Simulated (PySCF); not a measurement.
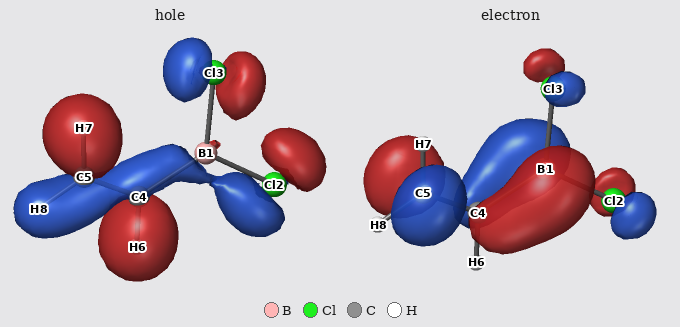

*BCl2(vinyl) (C2H3BCl2). Leading natural transition orbital pair of S₅ (TDA singlet states); the surfaces enclose about 70 % of each orbital's density.*

Method: CAM-B3LYP/6-311+G**; geometry: GFN2-xTB; program: PySCF. No frequency check shows the geometry to be a minimum. GFN2-xTB bond lengths at metals and heavier atoms can be off by up to 0.1 Å and shapes distorted, which carries into these values.

Input script:

```python
import numpy as np
from pyscf import gto, scf, dft, tdscf
from pyscf.scf import atom_ks, atom_hf
from scipy.linalg import block_diag

def solve(mol, dm0=None, hcore=None):
    mf = (dft.UKS if mol.spin else dft.RKS)(mol, xc='camb3lyp')
    mf.grids.level = 3
    mf = mf.density_fit(auxbasis='def2-universal-jkfit')
    mf.conv_tol, mf.max_cycle = 1e-8, 80
    if hcore is not None:
        mf.get_hcore = lambda *args: hcore
    mf.kernel(dm0)
    if not mf.converged:
        mf = mf.newton().run(mf.mo_coeff, mf.mo_occ, max_cycle=30)
    assert mf.converged, 'SCF not converged'
    return mf

mol = gto.M(atom='''
B      0.11121    -0.11311    -0.00352
Cl     1.74472    -0.65549     0.00390
Cl    -0.18870     1.58194    -0.00224
C     -1.05569    -1.13760    -0.01121
C     -2.34702    -0.80757     0.00868
H     -0.80106    -2.19092    -0.03015
H     -2.65916     0.22421     0.03102
H     -3.13178    -1.54635     0.00367
''', basis='6-311+g**', charge=0, spin=0, verbose=4)
mf = solve(mol)
td = mf.TDA()
td.nstates, td.singlet, td.conv_tol = 6, True, 1e-5
td.kernel()
td.analyze()
x, y = np.array([p[0] for p in td.xy]), np.array([p[1] + 0 * p[0] for p in td.xy])
f, mu = td.oscillator_strength(), td.transition_dipole()
nto = [td.get_nto(state=i + 1, verbose=4) for i in range(len(td.e))]
# spherically averaged free atoms, for the promolecule
atm = atom_ks.get_atm_nrks(mol, xc='camb3lyp')
pro = block_diag(*[(atm[a[0]][2] * atm[a[0]][3]) @ atm[a[0]][2].T for a in mol._atom])
np.savez('result.npz', e=td.e, f=f, ok=td.converged, w=[n[0] for n in nto], nto=[n[1] for n in nto], x=x, y=y, c=mf.mo_coeff, occ=mf.mo_occ, eps=mf.mo_energy, pro=pro, mu=mu)
```

Run with:

```sh
OMP_NUM_THREADS=1 python input.py
```

The run took 7.1 min on 1 thread of Arm Neoverse V2 (shared host), peak memory 0.74 GiB.

### Give its energy and the atoms that hole and electron lie on.

7.05 eV (176 nm), f = 0.000 (very weak); the leading pair carries 96 %; hole on C5 (19 %), Cl2 (19 %) and C4 (16 %), electron on B1 (28 %), C5 (27 %) and C4 (17 %); their centroids lie 0.1 Å apart. In canonical orbitals it is mainly HOMO−4 → LUMO (94 %). The HOMO–LUMO gap is 8.77 eV.
